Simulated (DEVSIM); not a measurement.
Device: abrupt In0.53Ga0.47As n-p junction, at 300 K.

| layer (left to right) | material | thickness (μm) | Nd (cm⁻³) | Na (cm⁻³) | τn (s) | τp (s) |
|---|---|---|---|---|---|---|
| 1 | In0.53Ga0.47As | 6.10 | 3.6e14 | - | 1.3e-8 | 1.3e-8 |
| 2 | In0.53Ga0.47As | 0.350 | - | 6.7e16 | 1.3e-8 | 1.3e-8 |

Left contact: ohmic. Right contact: ohmic. Voltage is applied to the left contact. Recombination: SRH at mid-gap, radiative, Auger. Mobility is μmin + (μ − μmin)/(1 + (N/Nref)^α).

The device is made up for the run: typed textbook-type constants, with dimensions and the other settings drawn at random. Values at 300 K.

| parameter | In0.53Ga0.47As |
|---|---|
| gap (eV) | 0.74 |
| affinity (eV) | 4.51 |
| permittivity | 13.9 |
| Nc (cm⁻³) | 2.1e17 |
| Nv (cm⁻³) | 7.7e18 |
| μn (cm²/Vs) | 12000 |
| μp (cm²/Vs) | 300 |
| μn,min | 300 |
| μp,min | 10 |
| Nref,n | 1.3e17 |
| Nref,p | 4.9e17 |
| αn | 0.48 |
| αp | 0.4 |
| B (cm³/s) | 9.6e-11 |
| Cn (cm⁶/s) | 5e-29 |
| Cp (cm⁶/s) | 5e-29 |

Model (solved in DEVSIM): 1D drift-diffusion, Boltzmann statistics, complete ionisation; no tunnelling, impact ionisation, image-force lowering or self-heating.

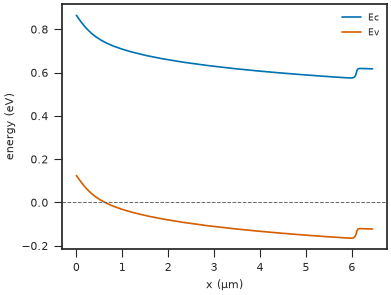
*Band edges at -0.7 V on the left contact*

Energies count from the Fermi level of the right contact; mesh points crowd at the junctions.

```json
[
 {"x (μm)": "0.000", "Ec (eV)": "0.865", "Ev (eV)": "0.125", "n (cm⁻³)": "3.6e14", "p (cm⁻³)": "1.7e9", "field (V/cm)": "-3100"},
 {"x (μm)": "0.02022", "Ec (eV)": "0.858", "Ev (eV)": "0.118", "n (cm⁻³)": "3.7e14", "p (cm⁻³)": "1.2e14", "field (V/cm)": "-3100"},
 {"x (μm)": "0.06071", "Ec (eV)": "0.846", "Ev (eV)": "0.106", "n (cm⁻³)": "4.0e14", "p (cm⁻³)": "2.8e14", "field (V/cm)": "-3000"},
 {"x (μm)": "0.1317", "Ec (eV)": "0.826", "Ev (eV)": "0.086", "n (cm⁻³)": "4.8e14", "p (cm⁻³)": "4.5e14", "field (V/cm)": "-2700"},
 {"x (μm)": "0.3406", "Ec (eV)": "0.779", "Ev (eV)": "0.039", "n (cm⁻³)": "8.2e14", "p (cm⁻³)": "7.4e14", "field (V/cm)": "-1800"},
 {"x (μm)": "0.6455", "Ec (eV)": "0.737", "Ev (eV)": "-0.003", "n (cm⁻³)": "1.4e15", "p (cm⁻³)": "1.2e15", "field (V/cm)": "-1000"},
 {"x (μm)": "1.205", "Ec (eV)": "0.695", "Ev (eV)": "-0.045", "n (cm⁻³)": "2.5e15", "p (cm⁻³)": "2.2e15", "field (V/cm)": "-570"},
 {"x (μm)": "2.853", "Ec (eV)": "0.633", "Ev (eV)": "-0.107", "n (cm⁻³)": "5.4e15", "p (cm⁻³)": "5.0e15", "field (V/cm)": "-270"},
 {"x (μm)": "4.308", "Ec (eV)": "0.601", "Ev (eV)": "-0.139", "n (cm⁻³)": "8.0e15", "p (cm⁻³)": "7.7e15", "field (V/cm)": "-180"},
 {"x (μm)": "5.174", "Ec (eV)": "0.586", "Ev (eV)": "-0.154", "n (cm⁻³)": "9.8e15", "p (cm⁻³)": "9.5e15", "field (V/cm)": "-150"},
 {"x (μm)": "5.607", "Ec (eV)": "0.580", "Ev (eV)": "-0.160", "n (cm⁻³)": "1.1e16", "p (cm⁻³)": "1.0e16", "field (V/cm)": "-140"},
 {"x (μm)": "5.903", "Ec (eV)": "0.576", "Ev (eV)": "-0.164", "n (cm⁻³)": "1.1e16", "p (cm⁻³)": "1.1e16", "field (V/cm)": "-120"},
 {"x (μm)": "6.004", "Ec (eV)": "0.575", "Ev (eV)": "-0.165", "n (cm⁻³)": "1.1e16", "p (cm⁻³)": "1.2e16", "field (V/cm)": "220"},
 {"x (μm)": "6.059", "Ec (eV)": "0.580", "Ev (eV)": "-0.160", "n (cm⁻³)": "9.1e15", "p (cm⁻³)": "1.5e16", "field (V/cm)": "2200"},
 {"x (μm)": "6.096", "Ec (eV)": "0.598", "Ev (eV)": "-0.142", "n (cm⁻³)": "4.5e15", "p (cm⁻³)": "3.0e16", "field (V/cm)": "8600"},
 {"x (μm)": "6.113", "Ec (eV)": "0.611", "Ev (eV)": "-0.129", "n (cm⁻³)": "2.7e15", "p (cm⁻³)": "4.9e16", "field (V/cm)": "4900"},
 {"x (μm)": "6.144", "Ec (eV)": "0.618", "Ev (eV)": "-0.122", "n (cm⁻³)": "1.8e15", "p (cm⁻³)": "6.5e16", "field (V/cm)": "790"},
 {"x (μm)": "6.194", "Ec (eV)": "0.619", "Ev (eV)": "-0.121", "n (cm⁻³)": "1.5e15", "p (cm⁻³)": "6.8e16", "field (V/cm)": "-20"},
 {"x (μm)": "6.314", "Ec (eV)": "0.618", "Ev (eV)": "-0.122", "n (cm⁻³)": "8.0e14", "p (cm⁻³)": "6.8e16", "field (V/cm)": "-65"},
 {"x (μm)": "6.381", "Ec (eV)": "0.618", "Ev (eV)": "-0.122", "n (cm⁻³)": "4.1e14", "p (cm⁻³)": "6.7e16", "field (V/cm)": "-66"},
 {"x (μm)": "6.421", "Ec (eV)": "0.618", "Ev (eV)": "-0.122", "n (cm⁻³)": "1.7e14", "p (cm⁻³)": "6.7e16", "field (V/cm)": "-66"},
 {"x (μm)": "6.450", "Ec (eV)": "0.617", "Ev (eV)": "-0.123", "n (cm⁻³)": "8900000", "p (cm⁻³)": "6.7e16", "field (V/cm)": "-67"}
]
```
